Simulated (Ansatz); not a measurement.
Method: PBE (plane waves to 420 eV, PAW; Ansatz, a quantum-chemistry and plane-wave program).

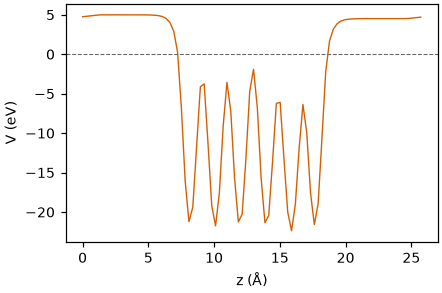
Planar average of the electrostatic potential across the slab, in eV from the Fermi level, for a constructed model of the (100) surface of fcc Rh, a layer of Re in place of the second plane (bottom of the slab: a bare face, its two planes held)

Slab: 6 atoms, 9.7 Å thick at the start (thin: gaps and levels are the slab's own); k 14x14x1, smearing 0.1 eV, dipole-corrected; 2 atoms held, the rest relaxed; symmetry of the start imposed; no spin, no spin-orbit, no U. It is one candidate, not shown to be the stable structure of the face.

The vacuum level lies 4.52 eV above the Fermi level over the top face and 5.00 eV above it under the bottom face.
